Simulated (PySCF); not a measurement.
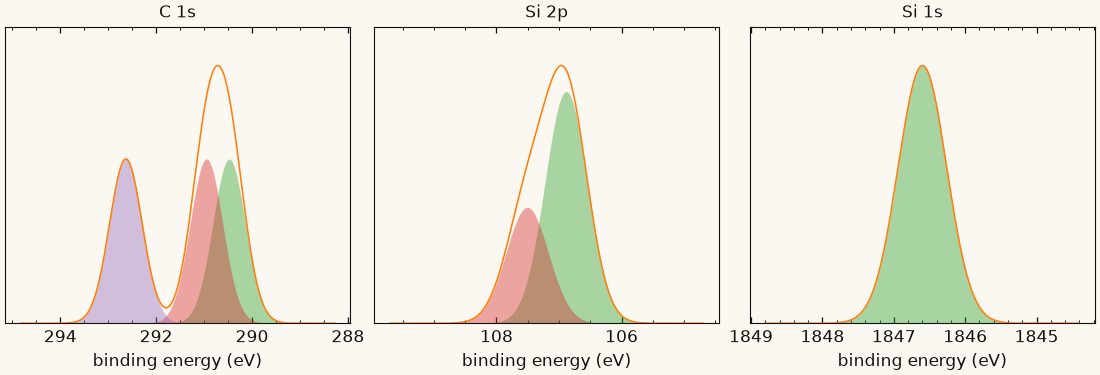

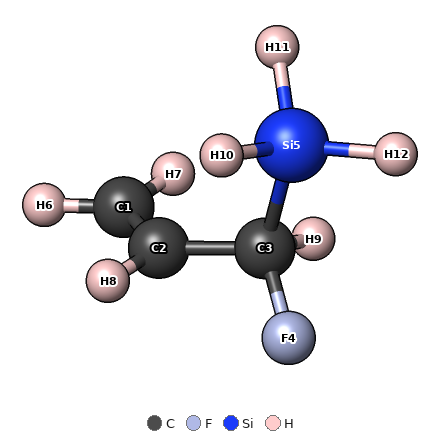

Simulated XPS of C₃H₇FSi, SMILES C=C[C@H](F)[SiH3]. Vertical core-electron binding energies by ΔSCF (SCAN, pcX-2 on the ionised atom, pcseg-1 elsewhere, spin-free X2C; PySCF 2.14.0, at a PBE0-D3(BJ)/def2-SVP geometry (no frequency check)), gas phase, against the vacuum level. One atom of each kind was ionised; within a panel, areas follow the number of like atoms and 2j + 1 (2p levels are split by first-order spin-orbit coupling, an approximation), each panel is scaled alone, Gaussians of 0.8 eV full width. Only the regions named are shown. Lines closer than the width merge in the curve.

> Assign the components.

| level | atoms | binding energy (eV) |
| --- | --- | --- |
| C 1s | C3 | 292.6 |
| C 1s | C2 | 291.0 |
| C 1s | C1 | 290.5 |
| Si 2p1/2 | Si5 | 107.5 |
| Si 2p3/2 | Si5 | 106.9 |
| Si 1s | Si5 | 1846.6 |

> How large is the chemical shift across the C 1s region?

2.2 eV, from C1 at 290.5 eV to C3 at 292.6 eV.

Note: one conformer of a flexible molecule.
